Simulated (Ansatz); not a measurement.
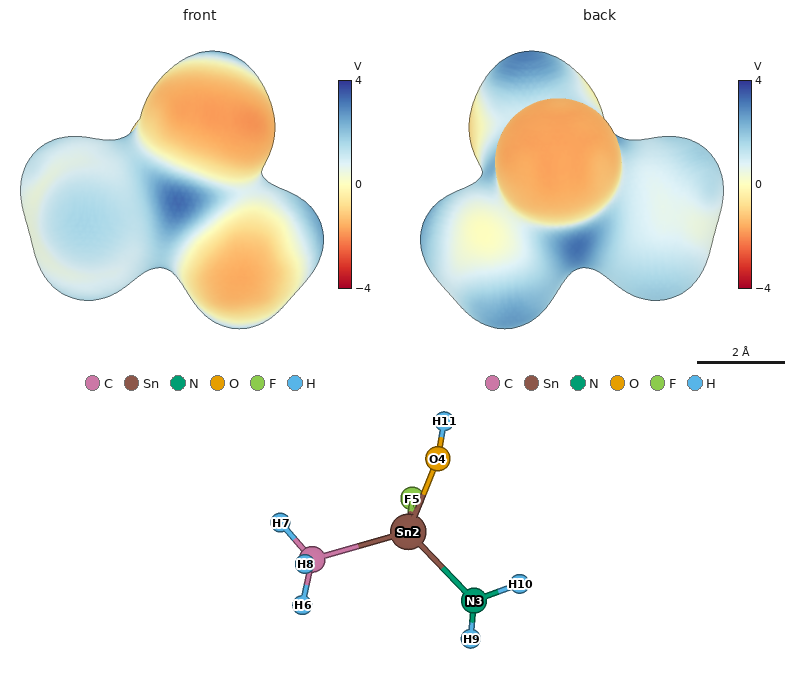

Figure 1: CH$_{6}$FNOSn (SMILES [CH3][Sn]([NH2])([OH])[F]). The electrostatic potential painted on the density surface at 0.004 e/bohr³, seen from the front and from behind; the colour scale runs from red (negative) to blue (positive). The bare structure is drawn below in the same view.

Geometry: PBE0-D4/def2-TZVP; core potentials replace the inner electrons of Sn.

These are results of RKS PBE0-D4/def2-TZVPP in Ansatz, not measurements.

```xyz
11

C    -1.3018    1.1458   -0.4756
Sn    0.2055   -0.1128    0.3019
N     1.3415   -1.0354   -1.0618
O    -0.4441   -1.5308    1.4751
F     1.2837    0.9499    1.5090
H    -0.8835    1.7876   -1.2502
H    -1.6987    1.7584    0.3326
H    -2.0958    0.5316   -0.8987
H     1.9063   -0.4241   -1.6362
H     1.9402   -1.7477   -0.6643
H    -0.1880   -1.3797    2.3888
```

Which sites attract a positive test charge, and which a negative one?

A positive charge is drawn to the negative regions and a negative charge to the positive ones. The most negative region (about −1.8 V) lies over O4, the most positive (about +3.2 V) over Sn2. O4 is the likeliest acceptor of a hydrogen bond.
